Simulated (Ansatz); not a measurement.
## Electronic structure of C3H7F3O2Si (SMILES CCOCO[Si](F)(F)F) in real space

```xyz
16

C    -2.8938    2.3258   -0.2274
C    -1.5789    1.6528   -0.5296
C    -0.7815   -0.3974   -1.3510
F     1.8748    0.8358   -0.2131
F     2.8485    0.3905   -2.5781
F     1.4339    2.4864   -2.1407
O    -1.8302    0.4721   -1.2640
O     0.2681    0.0867   -2.1744
Si    1.5823    0.9369   -1.7827
H    -3.4247    2.5628   -1.1609
H    -2.7282    3.2618    0.3253
H    -3.5371    1.6694    0.3764
H    -1.0381    1.4016    0.4052
H    -0.9296    2.3317   -1.1128
H    -1.1570   -1.3131   -1.8269
H    -0.3645   -0.6308   -0.3499
```

Geometry: PBE0-D3(BJ)/def2-SVP.

The calculation used isolated molecule in a Gaussian basis; Kohn-Sham density functional theory, functional PBE0 (Ansatz 0.2.0).

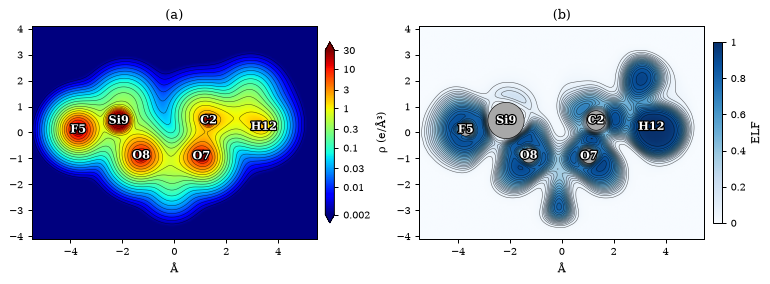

Figure 1. (a) total electron density; (b) ELF on the plane of atoms F5, Si9 and O8. Grey discs cover the atomic cores in the ELF map.

Question: Describe what can be read from this map.

Answer: The section cuts through C, F, O, Si and H sites.
Si–F (1.59 Å): ρ at the midpoint is about 1.1 e/Å³; the ELF peaks at about 0.85 in the valence shell of F, 0.6 Å from its nucleus, and is about 0.45 at the midpoint.
Si–O (1.61 Å): the density is about 1.2 e/Å³ at the midpoint; the ELF peaks at about 0.90 between the atoms, as expected for a polar covalent bond.
C–O (1.41 Å): ρ is about 2.1 e/Å³ halfway, with its minimum of 1.7 e/Å³ about 0.5 Å from C; the ELF peaks at about 0.90 between the atoms; a shared but strongly polarised pair.
The ELF also peaks beside O8, O7 and F5, away from the bonds: lone-pair regions.

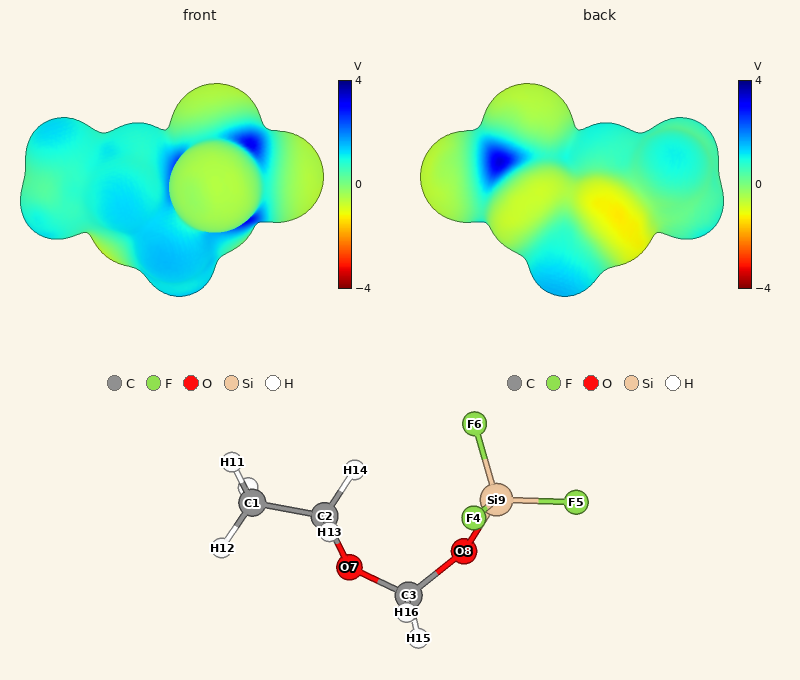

Figure 2. The molecular electrostatic potential painted on the density surface at 0.004 e/bohr³, seen from the front and from behind; red is negative and blue positive. The bare structure is drawn below in the same view.

Question: Which sites attract a positive test charge, and which a negative one?

Answer: A positive charge is drawn to the negative regions and a negative charge to the positive ones. The most negative region (about −1.2 V) lies over O7, the most positive (about +3.0 V) over Si9. O7 is the likeliest acceptor of a hydrogen bond.

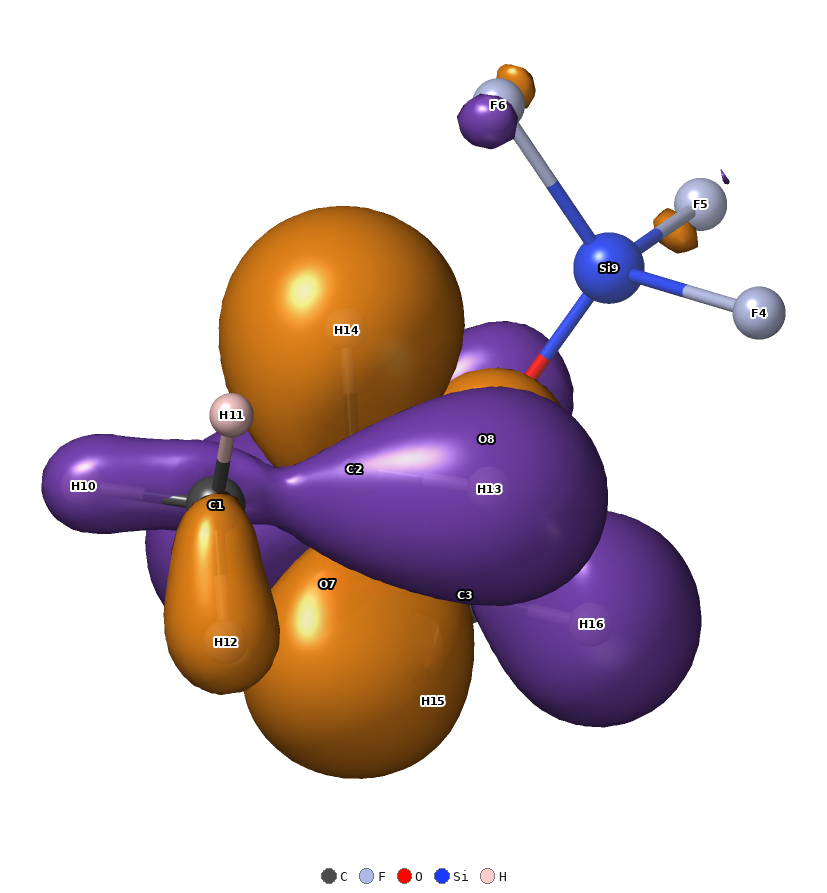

Figure 3. The HOMO at ±0.08 Å⁻³ᐟ² (orange and purple are the two phases), seen at an oblique angle.

Question: Where does this orbital lie, and at what energy?

Answer: It lies mainly on O7 (about 50 %), C2 (about 10 %), H14 (about 10 %), C3 (about 5 %) and H13 (about 5 %). Its energy is −8.49 eV.
